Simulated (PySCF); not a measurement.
**C2H7Cl2FGa2: density, localisation and related maps**

The calculation's input:

```
{"job": {"kind": "uv", "xc": "B3LYP", "basis": "def2-SVPD", "nstates": 8, "ntriplets": 3}, "charge": 0, "multiplicity": 1}
C     -1.372235     1.089503     0.092068
C     -1.709585    -0.395550     0.194140
Ga     0.010593    -1.503139     0.335492
F      0.214144    -3.202120     0.752145
Cl     1.679176    -0.337534     1.487162
Ga     2.473010     0.430769    -0.480811
Cl     1.279204    -1.110877    -1.608566
H     -0.909152     1.448852     1.011538
H     -0.681428     1.278051    -0.735054
H     -2.277441     1.668657    -0.083731
H     -2.248011    -0.730067    -0.698094
H     -2.350648    -0.591863     1.057751
H      1.908550     1.849322    -0.759545
H      3.983144     0.105524    -0.586662
```

Launched as:

```sh
OMP_NUM_THREADS=1 python probes_run.py task.json out
```

Geometry: GFN2-xTB.

Computed with B3LYP/def2-SVPD, SCF density, gas phase in PySCF.

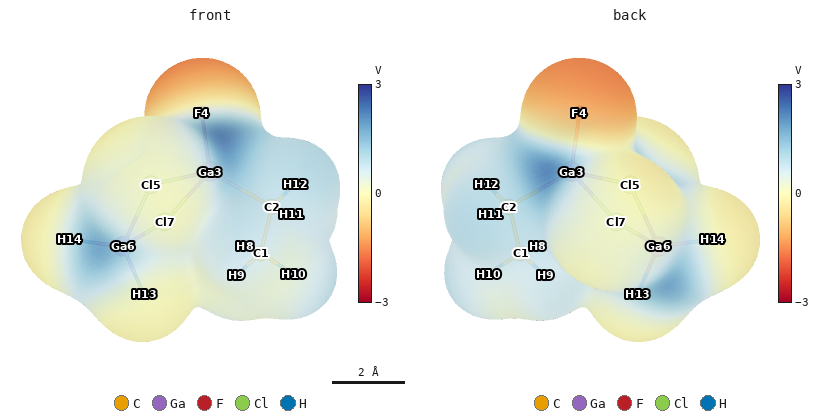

Figure 1. The molecular electrostatic potential painted on the density surface at 0.002 e/bohr³, seen from the front and from behind; red is negative and blue positive.

### Describe the electrostatic potential map.

The most negative region (about −1.5 V) lies over F4, the most positive (about +2.2 V) over Ga3.

### What dipole moment does the calculation give?

Its dipole moment is 2.82 D.

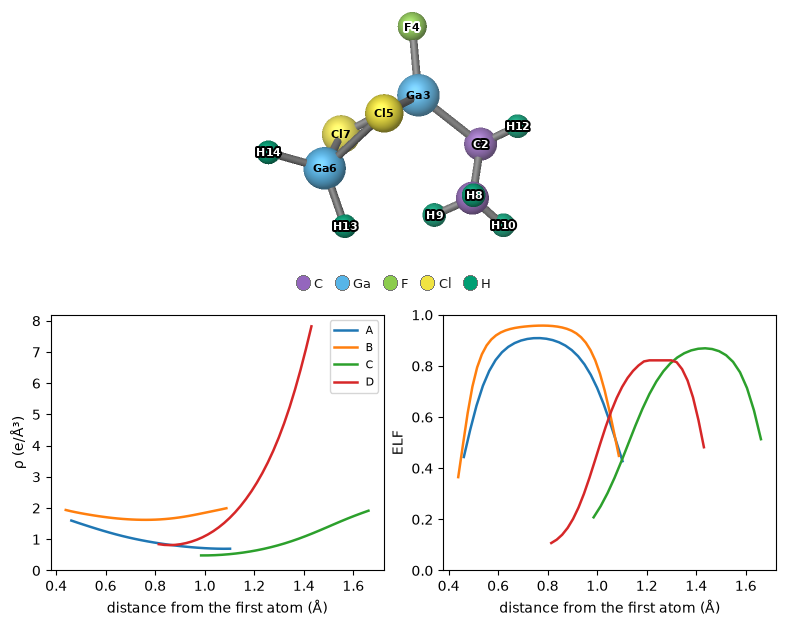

Figure 2. Electron density and electron localisation function along straight lines between neighbouring atoms. The curves leave out the atomic cores. The structure is drawn too.

### Which curve belongs to which contact (C–C, C–Ga, Ga–Cl and Ga–F)? The first atom named is at distance zero.

Curve A: C–Ga (2.05 Å): the density is about 0.71 e/Å³ at the midpoint; the ELF peaks at about 0.90 in the valence shell of C, 0.8 Å from its nucleus, and is about 0.65 at the midpoint. Curve B: C–C (1.53 Å): the density is about 1.6 e/Å³ at the midpoint; the ELF peaks at about 0.95 between the atoms: a shared electron pair. Curve C: Ga–Cl (2.25 Å): ρ is about 0.54 e/Å³ halfway; the ELF peaks at about 0.85 in the valence shell of Cl, 0.8 Å from its nucleus, and is about 0.50 at the midpoint. Curve D: Ga–F (1.76 Å): ρ is about 0.82 e/Å³ halfway; the ELF peaks at about 0.80 in the valence shell of F, 0.6 Å from its nucleus, and is about 0.15 at the midpoint.
